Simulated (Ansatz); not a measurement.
Cl3FH2O2W (SMILES [OH][W]([OH])([F])([Cl])([Cl])[Cl])

Input

```
crystal:
  periodic: [false, false, false]
  atoms:
    - {symbol: Cl, position_ang: [1.170370, 0.419857, 2.292120]}
    - {symbol: Cl, position_ang: [0.668073, -2.464437, 3.916229]}
    - {symbol: Cl, position_ang: [-0.786603, -0.873292, -0.195424]}
    - {symbol: F, position_ang: [-0.903709, -3.177045, 1.628853]}
    - {symbol: O, position_ang: [1.528088, -2.110393, 1.006821]}
    - {symbol: O, position_ang: [-1.446779, -0.690277, 2.608749]}
    - {symbol: W, position_ang: [0.006847, -1.575746, 1.900511]}
    - {symbol: H, position_ang: [2.192348, -1.753434, 0.406359]}
    - {symbol: H, position_ang: [-1.859462, 0.180621, 2.587898]}
basis:
  gaussian:
    orbitals: def2-SVPD
hamiltonian:
  xc: pbe0
output: {forces: true, orbitals: {seedname: orbitals}}
```

Run with:

```sh
ansatz run input.yaml --threads 2 --pin off --max-ram 6090MiB --events-out events.jsonl --progress --plain --runs-dir runs
```

Geometry: PBE0-D4/def2-SVP; core potentials replace the inner electrons of W.

Computed with isolated molecule in a Gaussian basis; Kohn-Sham density functional theory, functional PBE0 (Ansatz 0.2.0).

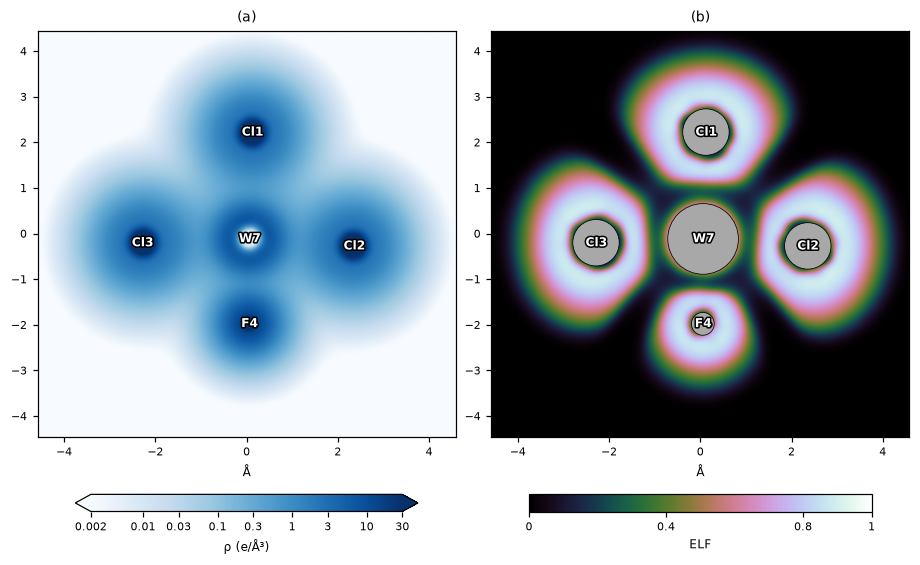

Figure 1. (a) electron density; (b) ELF on the plane of atoms Cl1, W7 and Cl3. Grey discs cover the atomic cores in the ELF map.

What does the map show?

Atoms in the plane: Cl, F and W. W–F (1.86 Å): ρ is about 1.1 e/Å³ halfway; the ELF peaks at about 0.80 in the valence shell of F, 0.5 Å from its nucleus, and drops to about 0.25 between the two atoms. W–Cl (2.30 Å): ρ is about 0.7 e/Å³ halfway; the ELF peaks at about 0.85 in the valence shell of Cl, 0.8 Å from its nucleus, and is about 0.40 at the midpoint. W–Cl (2.34 Å): ρ at the midpoint is about 0.64 e/Å³; the ELF peaks at about 0.85 in the valence shell of Cl, 0.8 Å from its nucleus, and is about 0.40 at the midpoint.

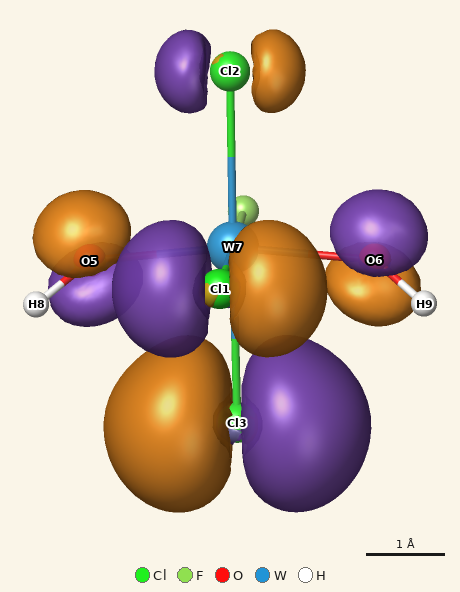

Figure 2. The HOMO−1 at ±0.1 Å⁻³ᐟ² (orange and purple are the two phases), seen across its widest extent.

What is the character of this orbital?

Its weight (Hirshfeld) is mainly on Cl3 (about 60 %), Cl1 (about 20 %), O5 (about 10 %) and O6 (about 10 %). Its energy is −9.09 eV.
